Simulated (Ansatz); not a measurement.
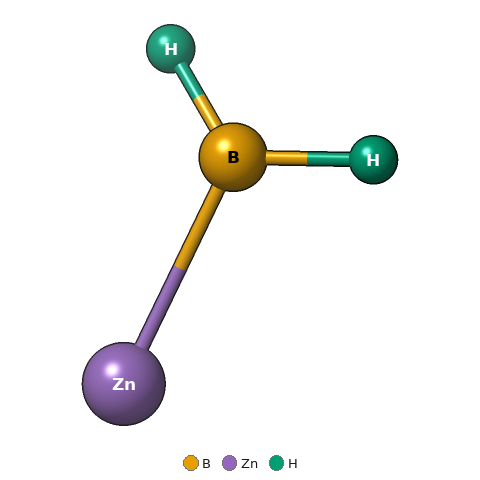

The picture shows a molecular structure as a ball-and-stick model. Every bond is drawn as one stick, whatever its order.

The species is neutral and a spin doublet. The geometry was computed by an optimisation with PBE0-D4/def2-TZVP. No frequency run is at hand to confirm it as a minimum.

What is the molecular formula?

BH₂Zn, 4 atoms: 1 boron, 2 hydrogen and 1 zinc.

How many bonds of each kind are drawn?

2 B–H, 1 B–Zn.

The parts below concern this one geometry. Atoms keep their numbers from picture to picture.

**Shape**

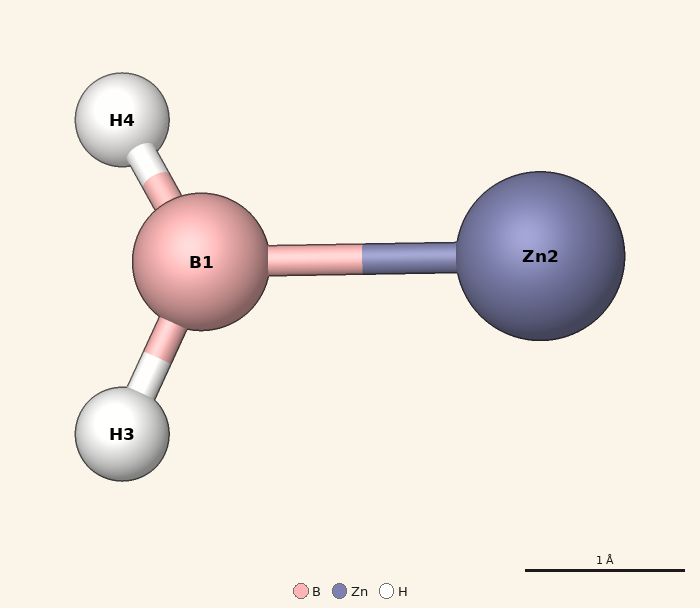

Numbered structure. No frequency run is at hand to confirm it as a minimum.

Which bond is the longest?

B1–Zn2, 2.145 Å.

**Electronic properties**

No frequency run is at hand to confirm it as a minimum. Properties computed with UHF-CCSD(T), frozen core with 3s3p of Cu, Zn/def2-TZVPP (Ansatz 0.2.0).

Estimate the T1 diagnostic.

0.030.

Estimate the ⟨S²⟩ of the determinant.

0.847.

**Dipole moment**

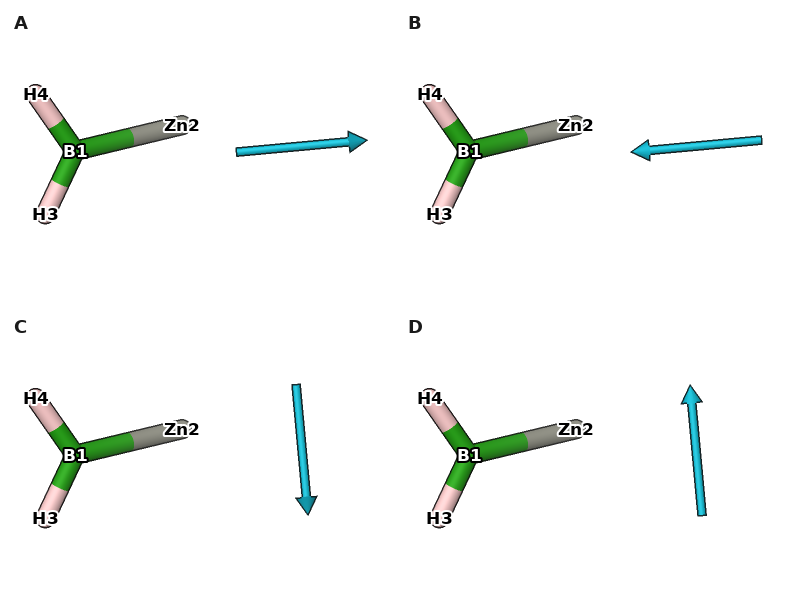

The same molecule four times, each with an arrow. No frequency run is at hand to confirm it as a minimum. Properties computed with UKS PBE0-D4/def2-TZVP (Ansatz 0.2.0).

Which arrow points along the dipole moment, from the negative to the positive end?

A. The dipole moment is 1.16 D; it points from the side of H3, H4 to the side of Zn2 (the outermost atoms at the two ends).

**Charges**

The questions are on Mulliken charges. No frequency run is at hand to confirm it as a minimum. Level of theory: UKS PBE0-D4/def2-TZVP (Ansatz 0.2.0).

Give the Mulliken charges atom by atom.

| atom | value (e) |
| --- | --- |
| B1 | −0.15 |
| Zn2 | 0.09 |
| H3 | 0.03 |
| H4 | 0.03 |

Mulliken values depend strongly on the basis set and can even reverse the polarity of a bond.
